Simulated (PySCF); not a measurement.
| atom | x (Å) | y (Å) | z (Å) |
| --- | --- | --- | --- |
| O | -2.4924 | -1.3647 | -0.8663 |
| C | -1.6083 | -0.6308 | -0.4713 |
| C | -0.8062 | 0.4056 | -1.0356 |
| C | -0.0325 | 0.6045 | 0.1980 |
| Si | 1.8089 | 0.0818 | 0.0145 |
| F | 2.4871 | 1.1887 | -0.9335 |
| C | -0.9307 | -0.4441 | 0.8943 |
| H | -0.7796 | 0.8986 | -1.9903 |
| H | -0.0527 | 1.6159 | 0.6129 |
| H | 2.4850 | 0.1928 | 1.2971 |
| H | 1.9458 | -1.1832 | -0.6816 |
| H | -1.5988 | -0.0400 | 1.6518 |
| H | -0.4302 | -1.3244 | 1.2923 |

Geometry: GFN2-xTB.

Method: UKS B3LYP, pcH-1 on C F H O Si, non-relativistic, mean-field spin-orbit, GIAO in PySCF 2.14.0, density-fitted response routines.

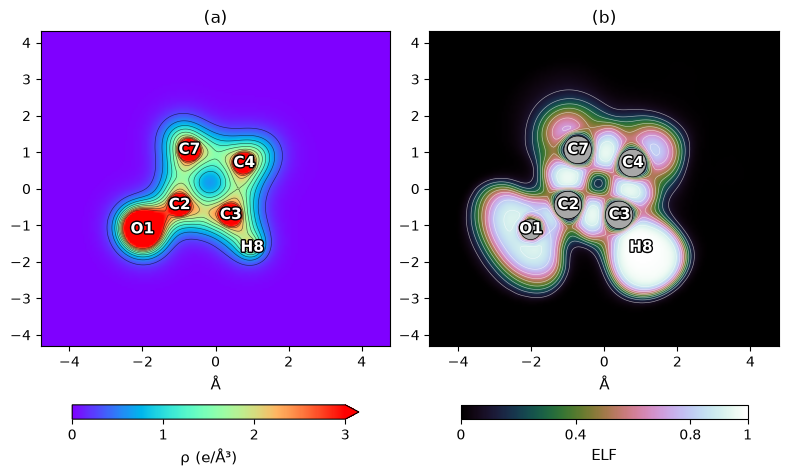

C₄H₆FOSi (doublet). (a) total electron density; (b) electron localisation function on the plane of atoms C3, C2 and C7. Grey discs cover the atomic cores in the ELF map.

What does the map show?

Answer. Atoms in the plane: O, C and H. C–O (1.22 Å): ρ at the midpoint is about 3.2 e/Å³; the ELF peaks at about 0.85 between the atoms (a short, multiple covalent bond). C–C (1.43 Å): ρ at the midpoint is about 2 e/Å³; the ELF peaks at about 0.95 between the atoms; localised, covalent bonding. C–H (1.07 Å): the density is about 2.1 e/Å³ at the midpoint; the ELF climbs to about 1 towards the hydrogen, as it does in any bond to H; a covalent bond by its length. C–C (1.47 Å): ρ at the midpoint is about 1.8 e/Å³; the ELF peaks at about 0.95 between the atoms, as expected for a covalent bond. C–C (1.54 Å): ρ at the midpoint is about 1.7 e/Å³; the ELF peaks at about 0.95 between the atoms (localised, covalent bonding). The ELF also peaks beside O1, away from the bonds: non-bonding electrons, paired or unpaired.
